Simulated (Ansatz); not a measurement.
C$_{3}$H$_{10}$Ga$_{2}$: geometry relaxation (part 3 of 3)

The same run, continued: C$_{3}$H$_{10}$Ga$_{2}$, SMILES [CH3][GaH][CH2][GaH][CH3]; RKS PBE0-D4/def2-TZVP (Ansatz 0.2.0). The geometry: GFN2-xTB start.

Trajectory as extended XYZ, continued:
```
15
Properties=species:S:1:pos:R:3:forces:R:3 step=21 energy=-108013.73090
C    -2.4379   -0.0060   -0.6411   -0.0064   0.0097  -0.0051
Ga   -0.9930   -1.3314   -0.8382    0.0032   0.0013  -0.0003
C     0.4563   -1.4048    0.4827   -0.0014  -0.0002  -0.0024
Ga    1.8448   -0.0535    0.1725   -0.0015  -0.0003   0.0023
C     1.5726    1.8024    0.7769   -0.0002   0.0014   0.0006
H    -2.2877    0.8030   -1.3644   -0.0035  -0.0117   0.0082
H    -2.4601    0.4358    0.3567   -0.0011  -0.0028  -0.0070
H    -3.4145   -0.4461   -0.8564    0.0099   0.0051   0.0040
H    -0.9592   -2.2923   -2.0880   -0.0007  -0.0007   0.0004
H     0.9068   -2.3995    0.4773    0.0000   0.0001   0.0009
H     0.0101   -1.1866    1.4589    0.0009  -0.0002  -0.0004
H     3.1599   -0.4487   -0.6027    0.0006   0.0001  -0.0005
H     1.6193    2.4863   -0.0757    0.0003   0.0000   0.0004
H     2.3695    2.1018    1.4633   -0.0012  -0.0014  -0.0010
H     0.6132    1.9394    1.2784    0.0012  -0.0004   0.0000
15
Properties=species:S:1:pos:R:3:forces:R:3 step=22 energy=-108013.73092
C    -2.4345   -0.0011   -0.6453   -0.0414   0.0374  -0.0144
Ga   -0.9920   -1.3287   -0.8423   -0.0001  -0.0109   0.0037
C     0.4584   -1.4067    0.4769   -0.0025   0.0010  -0.0009
Ga    1.8454   -0.0526    0.1734    0.0062  -0.0046   0.0110
C     1.5704    1.8006    0.7845   -0.0020   0.0056   0.0030
H    -2.3213    0.7763   -1.4108   -0.0120  -0.0437   0.0468
H    -2.4216    0.4828    0.3341   -0.0051  -0.0181  -0.0448
H    -3.4163   -0.4587   -0.8022    0.0560   0.0304   0.0115
H    -0.9674   -2.2952   -2.0881    0.0017   0.0021  -0.0018
H     0.9090   -2.4013    0.4690   -0.0009   0.0031  -0.0004
H     0.0117   -1.1913    1.4538    0.0015   0.0001  -0.0035
H     3.1646   -0.4448   -0.5964   -0.0012   0.0015  -0.0038
H     1.6206    2.4882   -0.0648    0.0002   0.0016  -0.0001
H     2.3643    2.0972    1.4758   -0.0038  -0.0045  -0.0047
H     0.6088    1.9354    1.2825    0.0035  -0.0010  -0.0015
15
Properties=species:S:1:pos:R:3:forces:R:3 step=23 energy=-108013.73096
C    -2.4348   -0.0004   -0.6463    0.0536  -0.0099   0.0307
Ga   -0.9906   -1.3261   -0.8449   -0.0111  -0.0223   0.0127
C     0.4580   -1.4066    0.4760    0.0078   0.0073  -0.0073
Ga    1.8462   -0.0530    0.1758    0.0023  -0.0019  -0.0014
C     1.5704    1.8004    0.7859   -0.0074  -0.0023  -0.0225
H    -2.3296    0.7685   -1.4163   -0.0003   0.0411  -0.0349
H    -2.4152    0.4901    0.3280   -0.0020   0.0033   0.0034
H    -3.4134   -0.4602   -0.7914   -0.0494  -0.0245  -0.0046
H    -0.9683   -2.2952   -2.0888    0.0048   0.0062  -0.0035
H     0.9080   -2.4013    0.4681    0.0008  -0.0035  -0.0027
H     0.0107   -1.1918    1.4524   -0.0066   0.0025   0.0060
H     3.1647   -0.4440   -0.5959    0.0001   0.0004  -0.0004
H     1.6212    2.4883   -0.0633   -0.0002  -0.0043   0.0033
H     2.3635    2.0963    1.4771    0.0193   0.0067   0.0159
H     0.6092    1.9350    1.2835   -0.0117   0.0013   0.0053
15
Properties=species:S:1:pos:R:3:forces:R:3 step=24 energy=-108013.73115
C    -2.4345   -0.0005   -0.6473   -0.0001  -0.0010  -0.0005
Ga   -0.9914   -1.3283   -0.8435   -0.0010   0.0020  -0.0015
C     0.4578   -1.4066    0.4769   -0.0018   0.0019   0.0004
Ga    1.8458   -0.0532    0.1754   -0.0001   0.0018  -0.0011
C     1.5710    1.8000    0.7871    0.0009  -0.0006   0.0002
H    -2.3346    0.7658   -1.4228    0.0002  -0.0013  -0.0006
H    -2.4122    0.4955    0.3243    0.0006   0.0008   0.0005
H    -3.4150   -0.4624   -0.7852    0.0001  -0.0003   0.0006
H    -0.9649   -2.2926   -2.0910    0.0004   0.0003   0.0005
H     0.9079   -2.4014    0.4691    0.0007  -0.0013   0.0010
H     0.0101   -1.1913    1.4532    0.0011  -0.0011  -0.0004
H     3.1635   -0.4434   -0.5982   -0.0007  -0.0006   0.0002
H     1.6210    2.4881   -0.0619   -0.0002  -0.0006   0.0001
H     2.3656    2.0957    1.4778    0.0001  -0.0001   0.0003
H     0.6101    1.9346    1.2861   -0.0003   0.0001   0.0003
15
Properties=species:S:1:pos:R:3:forces:R:3 step=25 energy=-108013.73119
C    -2.4340    0.0004   -0.6487   -0.0057   0.0055  -0.0015
Ga   -0.9913   -1.3278   -0.8446    0.0006   0.0019  -0.0013
C     0.4579   -1.4068    0.4758   -0.0017  -0.0002   0.0002
Ga    1.8458   -0.0529    0.1757    0.0002   0.0006   0.0000
C     1.5709    1.7996    0.7895    0.0009  -0.0005   0.0007
H    -2.3447    0.7572   -1.4352   -0.0018  -0.0081   0.0073
H    -2.4021    0.5082    0.3167   -0.0010  -0.0037  -0.0080
H    -3.4152   -0.4657   -0.7700    0.0084   0.0050   0.0021
H    -0.9653   -2.2923   -2.0919    0.0000  -0.0001   0.0003
H     0.9081   -2.4015    0.4676    0.0002   0.0000   0.0005
H     0.0101   -1.1922    1.4522    0.0004  -0.0004   0.0004
H     3.1636   -0.4428   -0.5977   -0.0005   0.0001  -0.0002
H     1.6210    2.4886   -0.0587   -0.0002   0.0002   0.0000
H     2.3653    2.0944    1.4807   -0.0004  -0.0002  -0.0003
H     0.6098    1.9336    1.2884    0.0003  -0.0002  -0.0001
15
Properties=species:S:1:pos:R:3:forces:R:3 step=26 energy=-108013.73120
C    -2.4332    0.0021   -0.6518   -0.0161   0.0188  -0.0022
Ga   -0.9912   -1.3269   -0.8466    0.0047   0.0035  -0.0032
C     0.4579   -1.4070    0.4737   -0.0018  -0.0026   0.0009
Ga    1.8459   -0.0524    0.1766    0.0000  -0.0004  -0.0003
C     1.5709    1.7986    0.7943    0.0001  -0.0004   0.0002
H    -2.3649    0.7395   -1.4592   -0.0054  -0.0225   0.0257
H    -2.3825    0.5330    0.3011   -0.0056  -0.0138  -0.0271
H    -3.4150   -0.4718   -0.7398    0.0251   0.0168   0.0044
H    -0.9662   -2.2916   -2.0937   -0.0007  -0.0013   0.0006
H     0.9084   -2.4016    0.4647   -0.0001   0.0006  -0.0001
H     0.0098   -1.1937    1.4503   -0.0001   0.0005   0.0015
H     3.1640   -0.4410   -0.5969   -0.0003   0.0002  -0.0006
H     1.6212    2.4895   -0.0524    0.0000   0.0003   0.0001
H     2.3652    2.0918    1.4863    0.0003   0.0003   0.0001
H     0.6098    1.9316    1.2933    0.0001   0.0001   0.0000
15
Properties=species:S:1:pos:R:3:forces:R:3 step=27 energy=-108013.73124
C    -2.4334    0.0018   -0.6520   -0.0052   0.0100  -0.0023
Ga   -0.9906   -1.3264   -0.8472   -0.0002   0.0011  -0.0007
C     0.4577   -1.4068    0.4740   -0.0010  -0.0005   0.0006
Ga    1.8459   -0.0525    0.1767    0.0006   0.0001   0.0007
C     1.5713    1.7986    0.7945    0.0004  -0.0006  -0.0003
H    -2.3663    0.7391   -1.4589   -0.0029  -0.0108   0.0111
H    -2.3829    0.5327    0.3003   -0.0023  -0.0063  -0.0112
H    -3.4147   -0.4721   -0.7393    0.0106   0.0063   0.0020
H    -0.9656   -2.2915   -2.0941    0.0002   0.0000   0.0002
H     0.9080   -2.4015    0.4652    0.0001   0.0000  -0.0002
H     0.0093   -1.1932    1.4504    0.0001   0.0003   0.0001
H     3.1638   -0.4411   -0.5972   -0.0005   0.0000  -0.0005
H     1.6212    2.4894   -0.0523   -0.0001   0.0003   0.0001
H     2.3659    2.0918    1.4861    0.0003   0.0002   0.0001
H     0.6104    1.9316    1.2939    0.0000   0.0001   0.0002
15
Properties=species:S:1:pos:R:3:forces:R:3 step=28 energy=-108013.73127
C    -2.4365   -0.0006   -0.6536   -0.0023   0.0023   0.0000
Ga   -0.9904   -1.3251   -0.8481   -0.0009  -0.0026  -0.0027
C     0.4564   -1.4047    0.4746   -0.0008  -0.0004   0.0019
Ga    1.8458   -0.0519    0.1766    0.0039  -0.0010  -0.0010
C     1.5755    1.7991    0.7963   -0.0001   0.0018   0.0015
H    -2.3742    0.7345   -1.4623   -0.0007  -0.0019   0.0013
H    -2.3861    0.5327    0.2970    0.0002  -0.0003  -0.0013
H    -3.4163   -0.4777   -0.7372    0.0033   0.0003   0.0002
H    -0.9625   -2.2894   -2.0958    0.0006   0.0013   0.0017
H     0.9062   -2.3998    0.4670   -0.0003   0.0016  -0.0013
H     0.0074   -1.1901    1.4505   -0.0001   0.0003   0.0000
H     3.1621   -0.4417   -0.5998   -0.0022   0.0003   0.0007
H     1.6259    2.4908   -0.0497    0.0003  -0.0006   0.0001
H     2.3713    2.0903    1.4876   -0.0004  -0.0011  -0.0013
H     0.6154    1.9336    1.2969   -0.0004  -0.0001   0.0002
15
Properties=species:S:1:pos:R:3:forces:R:3 step=29 energy=-108013.73130
C    -2.4403   -0.0031   -0.6565   -0.0020  -0.0010  -0.0018
Ga   -0.9901   -1.3232   -0.8504   -0.0006  -0.0028  -0.0013
C     0.4544   -1.4015    0.4749    0.0009  -0.0011   0.0021
Ga    1.8462   -0.0511    0.1770    0.0014  -0.0009  -0.0024
C     1.5808    1.7994    0.8003    0.0009   0.0031   0.0023
H    -2.3907    0.7232   -1.4737    0.0001   0.0013  -0.0022
H    -2.3842    0.5402    0.2878    0.0017   0.0021   0.0035
H    -3.4180   -0.4869   -0.7251   -0.0002  -0.0017  -0.0003
H    -0.9580   -2.2867   -2.0986    0.0004   0.0020   0.0018
H     0.9036   -2.3969    0.4682   -0.0003   0.0008  -0.0009
H     0.0046   -1.1861    1.4502    0.0000   0.0003  -0.0010
H     3.1599   -0.4424   -0.6032   -0.0022   0.0005   0.0017
H     1.6314    2.4925   -0.0445    0.0004  -0.0007   0.0002
H     2.3784    2.0874    1.4909   -0.0007  -0.0006  -0.0015
H     0.6219    1.9353    1.3028    0.0001  -0.0011  -0.0003
```

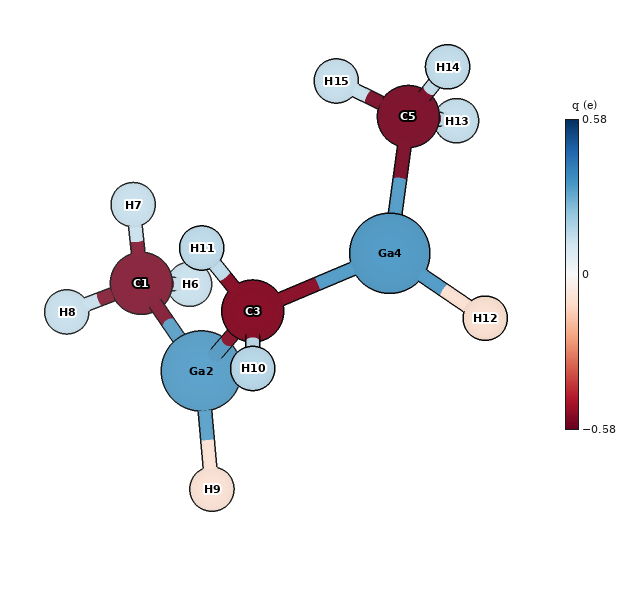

**Figure 1.** Mulliken charges, as the colour of each atom (ball-and-stick view, seen at a tilt; atoms are numbered from 1 in the order of the input; Mulliken charges depend strongly on the basis). By element: C −0.55 to −0.53, Ga +0.33 and H −0.09 to +0.15 e.

This output came from the following input.

The input:
```yaml
crystal:
  periodic: [false, false, false]
  atoms:
    - {symbol: C, position_ang: [-2.365810, 0.162050, -0.584970]}
    - {symbol: Ga, position_ang: [-1.056780, -1.381270, -0.759070]}
    - {symbol: C, position_ang: [0.575750, -1.615840, 0.434170]}
    - {symbol: Ga, position_ang: [1.887850, -0.068150, 0.267160]}
    - {symbol: C, position_ang: [1.415600, 1.873690, 0.627350]}
    - {symbol: H, position_ang: [-1.916470, 1.092950, -0.947370]}
    - {symbol: H, position_ang: [-2.635630, 0.318960, 0.465210]}
    - {symbol: H, position_ang: [-3.286020, -0.008690, -1.152290]}
    - {symbol: H, position_ang: [-1.265060, -2.470310, -1.915240]}
    - {symbol: H, position_ang: [1.082680, -2.567460, 0.212110]}
    - {symbol: H, position_ang: [0.230210, -1.655370, 1.479760]}
    - {symbol: H, position_ang: [3.372720, -0.433430, -0.212760]}
    - {symbol: H, position_ang: [1.454690, 2.469520, -0.289900]}
    - {symbol: H, position_ang: [2.104380, 2.335780, 1.340940]}
    - {symbol: H, position_ang: [0.401890, 1.947580, 1.034890]}
basis:
  gaussian: {orbitals: def2-TZVP}
hamiltonian: {xc: pbe0, dispersion: d4}
relax: {f_tol: 0.005, max_steps: 150}
```

Command:
```bash
ansatz run in.yaml --threads 4 --pin off --events-out ev --progress --plain --max-ram 10444MiB
```

Key numbers:

| quantity | value |
| --- | --- |
| outcome | converged |
| total energy | −108013.7313 eV |
| mean-field energy | −108013.4445 eV |
| dispersion energy | −0.2869 eV |
| SCF solution under orbital rotations | stable |
| largest force (length of the vector) at the end | 0.004 eV/Å |
| dipole moment | 1.09 D |
| hardware | 4 threads of Intel Xeon, 15 GiB of memory available, shared host |
| wall time | 3 min (CPU time 11 min) |
| peak memory | 1 GiB |
